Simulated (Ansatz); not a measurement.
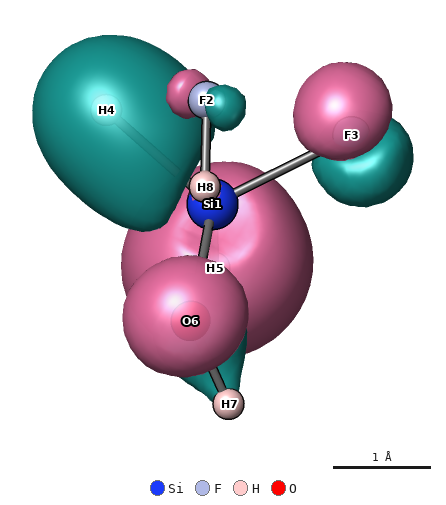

FH$_{3}$OSi···HF. The HOMO at ±0.15 Å⁻³ᐟ² (teal and pink are the two phases), seen at an oblique angle.

Method: RKS B3LYP/6-31G* (Ansatz 0.2.0).

Input

```
crystal:
  periodic: [false, false, false]
  atoms:
    - { symbol: Si, position_ang: [0.0, 0.0, 0.0] }
    - { symbol: F, position_ang: [0.0, 0.0, 1.94] }
    - { symbol: F, position_ang: [1.4994, 0.0, -0.5295] }
    - { symbol: H, position_ang: [-0.6877, 1.1914, -0.4862] }
    - { symbol: H, position_ang: [-0.6877, -1.1914, -0.4862] }
    - { symbol: O, position_ang: [-1.879, 0.0, 0.6243] }
    - { symbol: H, position_ang: [-2.4241, -0.6297, 0.053] }
    - { symbol: H, position_ang: [-1.1493, 0.0, 1.6846] }
basis:
  gaussian: { orbitals: "6-31G*" }
hamiltonian:
  xc: b3lyp
relax:
  f_tol: 0.15
  max_steps: 25
  restrain:
    - { distance: [0, 5], at: 1.68, k: 30.0 }
    - { distance: [7, 1], at: 0.92, k: 30.0 }
    - { distance: [0, 1], at: 2.79, k: 30.0 }
    - { distance: [7, 5], at: 2.21, k: 30.0 }
output:
  orbitals: {}
```

Command:

```sh
ansatz run input.yaml --threads 1 --pin off --max-ram 2048MiB --backend cpu --events-out ev --progress --plain --runs-dir out
```

The fields are those of the run's last geometry, not of the input's.

Describe this orbital and give its energy.

It lies mainly on H5 (about 30 %), Si1 (about 30 %), H4 (about 15 %), O6 (about 15 %) and F3 (about 10 %). Its energy is −8.94 eV.
